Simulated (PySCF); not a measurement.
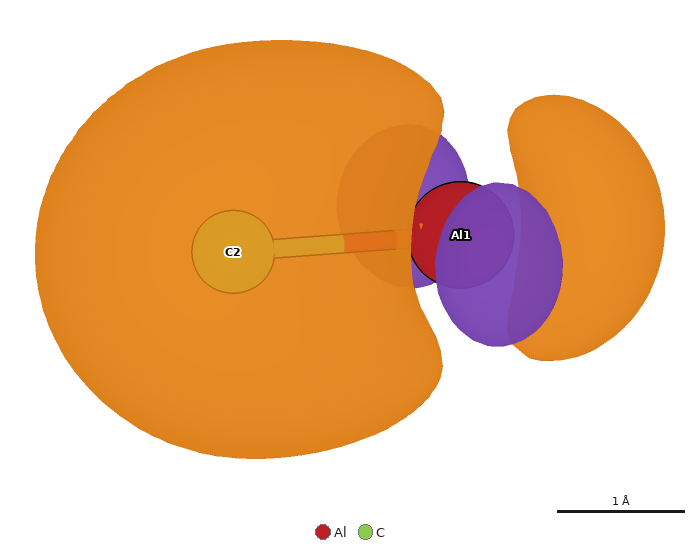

AlC (charge −1, triplet). Isosurfaces of the spin density (α minus β) at +0.02 (orange) and −0.02 e/Å³ (purple), seen from one side.

⟨S²⟩ = 2.14, above the pure value of 2.00.

The calculation used PBE0/aug-cc-pVDZ-DK/X2C, spin-free X2C-1e, Gaussian nucleus, at a bond length of 1.908 Å (PySCF 2.14.0).

**Which atoms carry the spin?**

The unpaired spin (2 electrons) lies mostly on C2 (about 1.7) and Al1 (about 0.3), in electrons by Hirshfeld's partition.
